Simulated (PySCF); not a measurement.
SiF₄···HCN (SMILES F[Si](F)(F)F.C#N)

Input

```
{"job": {"kind": "inter", "xc": "wB97M-D3(BJ)", "basis": "def2-SVPD", "pairs": false}, "charge": 0, "multiplicity": 1, "parts": [{"atoms": "0-4", "charge": 0, "multiplicity": 1}, {"atoms": "5-7", "charge": 0, "multiplicity": 1}]}
F      1.502806     0.175968    -0.569130
Si     0.002204     0.045183    -0.043674
F     -0.871841     1.364492    -0.251574
F      0.141826    -0.100591     1.548569
F     -0.730183    -1.294378    -0.507936
C     -0.356918     0.422931    -3.816264
N     -0.234672     0.293046    -2.681145
H     -0.470190     0.546613    -4.881222
```

Run with:

```sh
OMP_NUM_THREADS=1 python cluster_run.py task.json out
```

Geometry: PBE0-D3(BJ)/def2-SVPD.

Method: wB97M-D3(BJ)/def2-SVPD, SCF density, gas phase (PySCF 2.14.0).

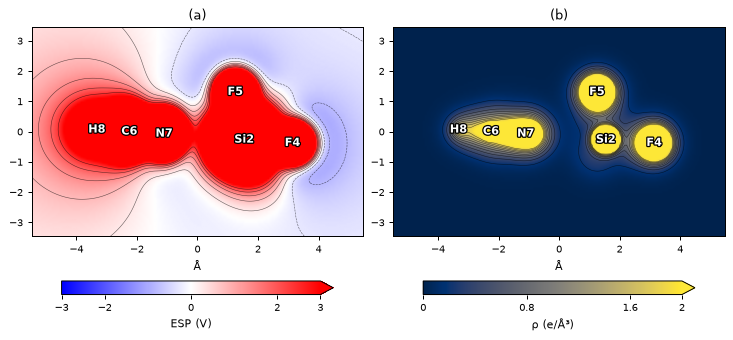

Figure 1. (a) molecular electrostatic potential; (b) total electron density on the plane of atoms F4, Si2 and F5.

Interpret the plot.

Answer.
- Atoms in the plane: Si, F, C, N and H.
- Si2···N7 (2.66 Å): the density falls to about 0.13 e/Å³ on the way.
- C–N (1.15 Å): the density is about 3.5 e/Å³ at the midpoint.
- Si–F (1.60 Å): ρ at the midpoint is about 1.1 e/Å³.
- C–H (1.08 Å): ρ at the midpoint is about 2 e/Å³.
- Outside the dense part of the complex the potential is most negative (−1.0 V) near F4.

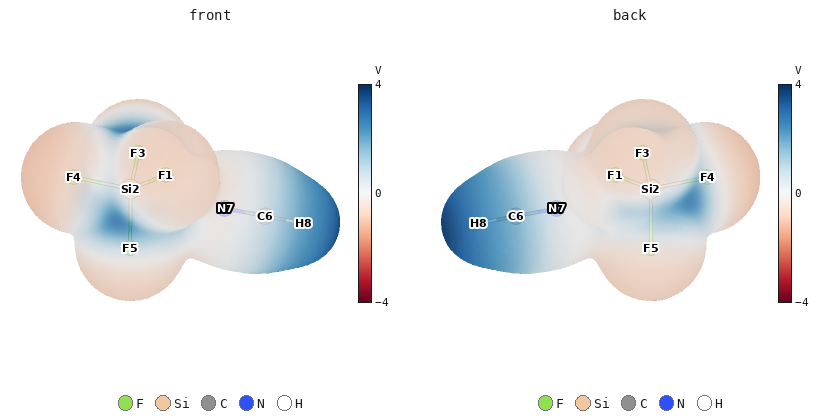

Figure 2. The electrostatic potential painted on the density surface at 0.004 e/bohr³, seen from the front and from behind; the colour scale runs from red (negative) to blue (positive).

Where is the surface potential most negative and most positive?

Answer. The most negative region (about −1.0 V) lies over F4, the most positive (about +3.7 V) over H8.
